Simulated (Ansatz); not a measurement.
These are PBE (plane waves to 420 eV, PAW; Ansatz, an electronic-structure program) values and carry that method's errors.

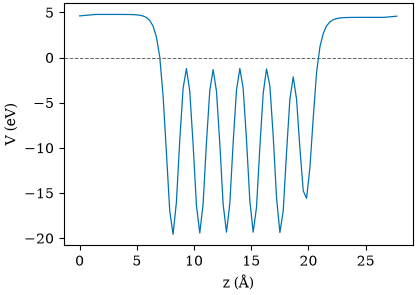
Figure. Electrostatic potential energy of an electron, averaged over planes parallel to the surface, in eV from the Fermi level, for a constructed model of the (110) surface of bcc Ta, a cell of two sites (a+b, b-a) surface alloy, Ti on one Ta site of the top plane (bottom of the slab: a bare face, its two planes held)

Slab: 12 atoms, 11.7 Å thick at the start; k 11x8x1, smearing 0.1 eV, dipole-corrected; 4 atoms held, the rest relaxed; held to the start's symmetry, so lower structures may exist; no spin, no spin-orbit, no U. It is one candidate, not shown to be the stable structure of the face.

The vacuum level lies 4.46 eV above the Fermi level over the top face and 4.78 eV above it under the bottom face.
